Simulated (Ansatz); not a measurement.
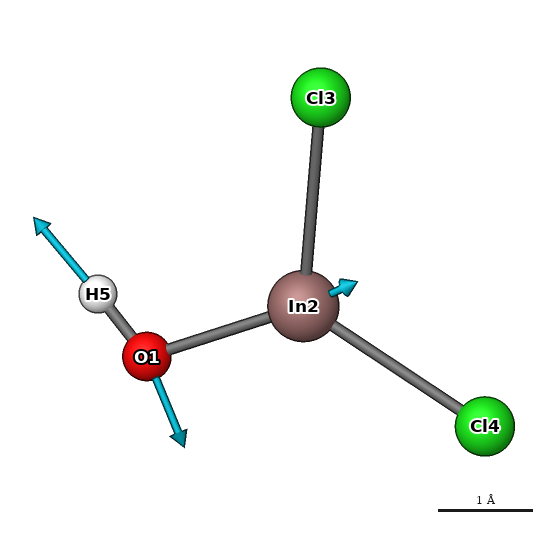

Arrows show the forces on the atoms, 0.1 Å of arrow for 1 eV/Å; forces under a tenth of the largest aren't drawn. Level of theory: PBE-D4/def2-TZVPP (Ansatz 0.2.0).

Along which bond is the force strongest?

Answer. O1–H5, now 0.852 Å: the forces push its atoms apart, so a first step downhill lengthens it.

List the force components in the frame of the picture (x right, y up, z towards the viewer), in eV/Å.

```tsv
atom	Fx	Fy	Fz
O1	3.14	−7.61	−0.27
In2	3.00	1.36	1.46
Cl3	−0.08	−0.75	−0.36
Cl4	−0.31	0.14	−0.07
H5	−5.75	6.86	−0.76
```
